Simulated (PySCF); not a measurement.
## Electronic structure of C₇H₆F (SMILES FC1=CCC=[C]C=C1) (doublet) in real space

```xyz
14

F     1.0346    2.4678    0.4832
C     0.5866    1.2216    0.1417
C    -0.7604    1.0724    0.1431
C    -1.4995   -0.1550   -0.2915
C    -0.8904   -1.2645    0.5543
C     0.3368   -1.5747    0.2501
C     1.4524   -1.0457   -0.3112
C     1.6286    0.3290   -0.2125
H    -1.3419    1.9189    0.4802
H    -1.3422   -0.3493   -1.3558
H    -2.5663   -0.0508   -0.1036
H    -1.4540   -1.6792    1.3720
H     2.2259   -1.6632   -0.7412
H     2.5890    0.7723   -0.4310
```

Geometry: GFN2-xTB.

Theory: UKS B3LYP, pcH-1 on C F H, non-relativistic, mean-field spin-orbit, GIAO in PySCF.

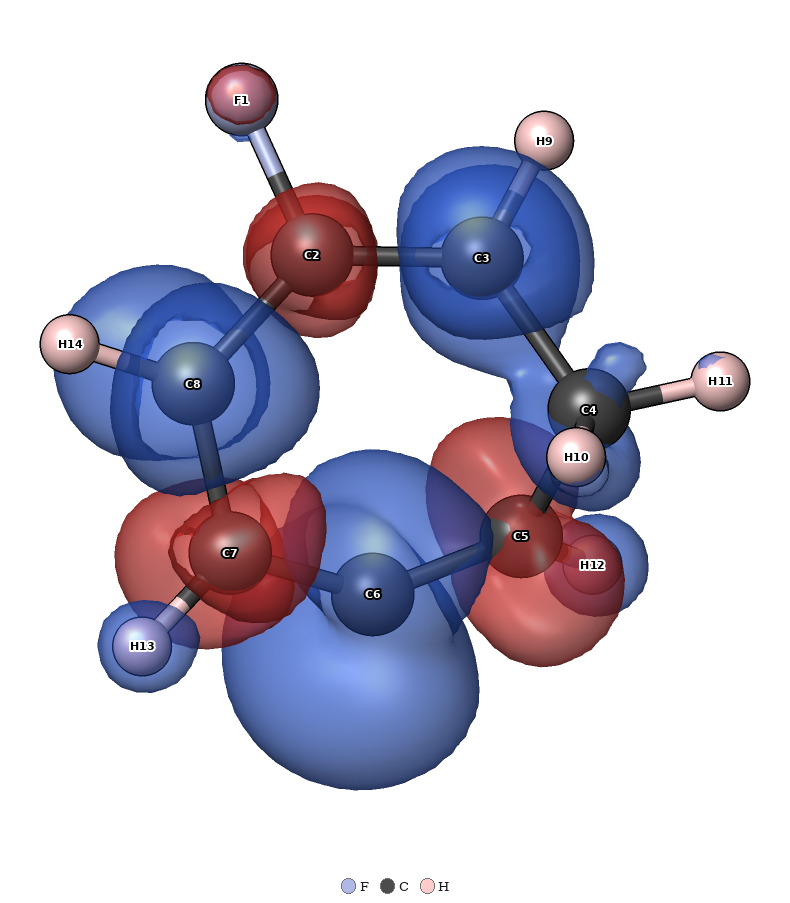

Figure 1. Isosurfaces of the spin density (α minus β) at +0.015 (blue) and −0.015 e/Å³ (red), seen at a tilt.

### Describe the spin distribution.

The unpaired spin (1 electron) lies mostly on C6 (about 0.5), C8 (about 0.2) and C3 (about 0.2), in electrons by Hirshfeld's partition.

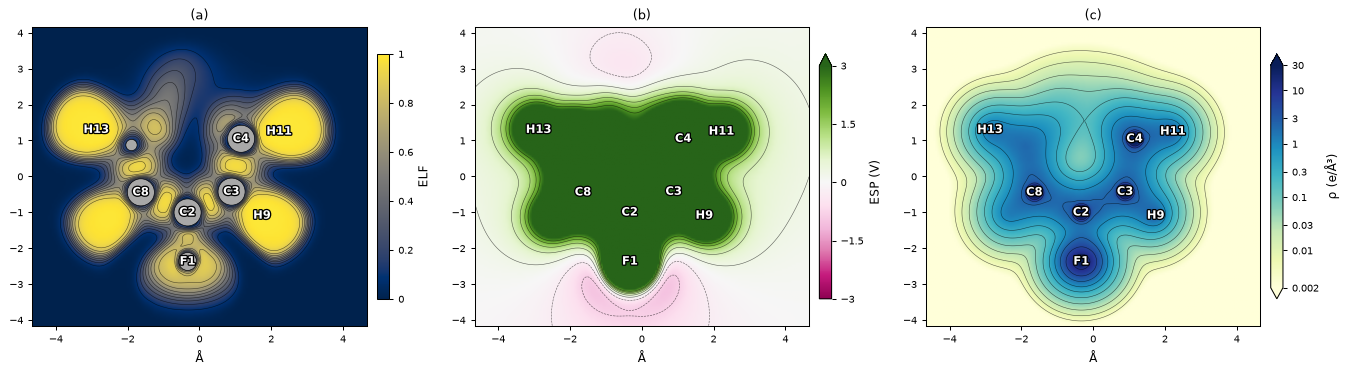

Figure 2. (a) electron localisation function; (b) electrostatic potential; (c) total electron density on the plane of atoms C3, C2 and C8. Grey discs cover the atomic cores in the ELF map.

### Describe what can be read from this map.

- Atoms in the plane: F, C and H.
- C–F (1.37 Å): ρ is about 2.1 e/Å³ halfway, with its minimum of 1.7 e/Å³ about 0.5 Å from C; the ELF peaks at about 0.85 between the atoms, as expected for a polar covalent bond.
- C–H (1.08 Å): the density is about 2 e/Å³ at the midpoint; the ELF climbs to about 1 towards the hydrogen, as it does in any bond to H; a covalent bond by its length.
- C–C (1.36 Å): the density is about 2.2 e/Å³ at the midpoint; the ELF peaks at about 0.95 between the atoms (localised, covalent bonding).
- C–C (1.42 Å): the density is about 2 e/Å³ at the midpoint; the ELF peaks at about 0.95 between the atoms, as expected for localised, covalent bonding.
- C–C (1.50 Å): ρ at the midpoint is about 1.7 e/Å³; the ELF peaks at about 0.95 between the atoms (a covalent bond).
- The ELF also peaks beside F1, away from the bonds: non-bonding electrons, paired or unpaired.
- Outside the dense part of the molecule the potential is most negative (−1.0 V) near F1.

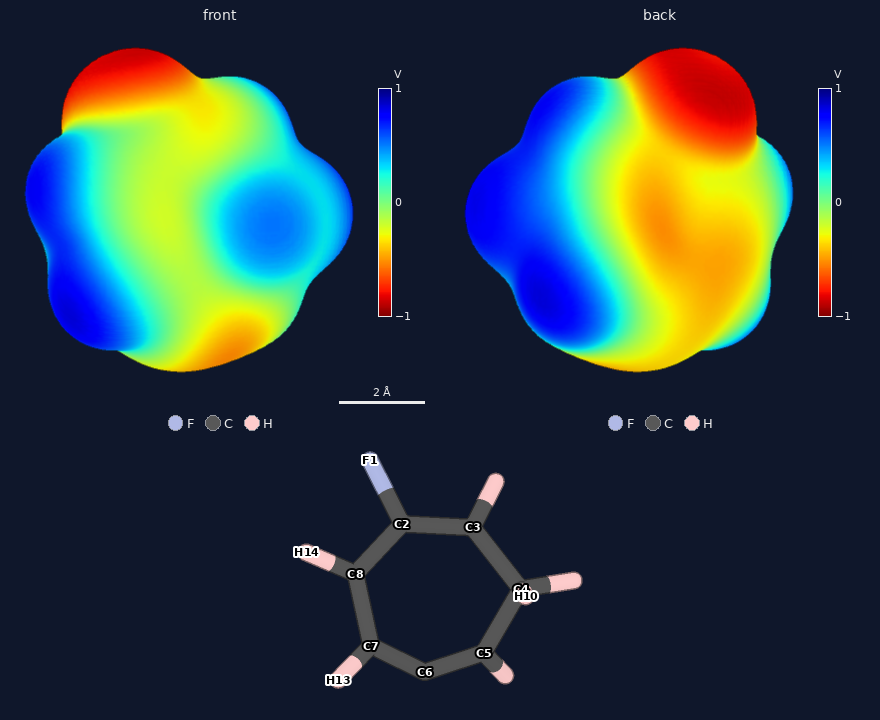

Figure 3. The molecular electrostatic potential painted on the density surface at 0.001 e/bohr³, seen from the front and from behind; the colour scale runs from red (negative) to blue (positive). The bare structure is drawn below in the same view.

### Where is the surface potential most negative and most positive?

The most negative region (about −0.9 V) lies over F1, the most positive (about +0.8 V) over H11, H12 and H13.
